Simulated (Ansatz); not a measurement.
Relaxed C (diamond):

```
CELL_PARAMETERS angstrom
      0.00000     1.78579     1.78579
      1.78579     0.00000     1.78579
      1.78579     1.78579     0.00000
ATOMIC_POSITIONS crystal
  C  0.00000 0.00000 0.00000
  C  0.25000 0.25000 0.25000
```

In each cell atom 2 (C, nearest neighbour C at 1.547 Å; its periodic images, 2.5 Å or more away, move with it) moves by s·(-0.577, -0.577, -0.577) (towards the nearest neighbour), the rest being held.

Level of theory: PBE (plane waves to 420 eV, PAW, scalar-relativistic; Ansatz, an electronic-structure program). k mesh 13×13×13 (Γ-centred), Fermi-Dirac smearing 0.05 eV. E stands for the smeared free energy. Left out: 1 of 11 points, with atoms too close for the PAW data. As the smearing reaches across the gap at some points, energies and forces of such displacements shift with the k mesh and the smearing. C was relaxed with its symmetry unable to fall. The zero of ΔE is the undisplaced structure.

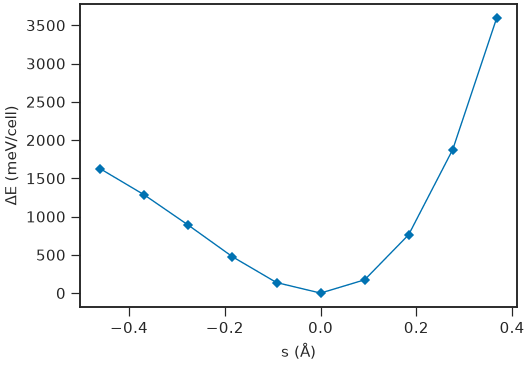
Fig. 1. ΔE (meV/cell) against s (Å); markers are the computed points, lines only join them.

Q: Is the energy the same for displacements of ±0.368 Å, and if not, which side lies higher?

A: Not even: the positive side lies higher at ±0.368 Å.

Q: What is the energy change at s = 0.368 Å?

A: About 3600 meV/cell.

(For displaced atoms, the force is minus the slope of the energy, and its curvature is a force constant, which sets phonon frequencies.)
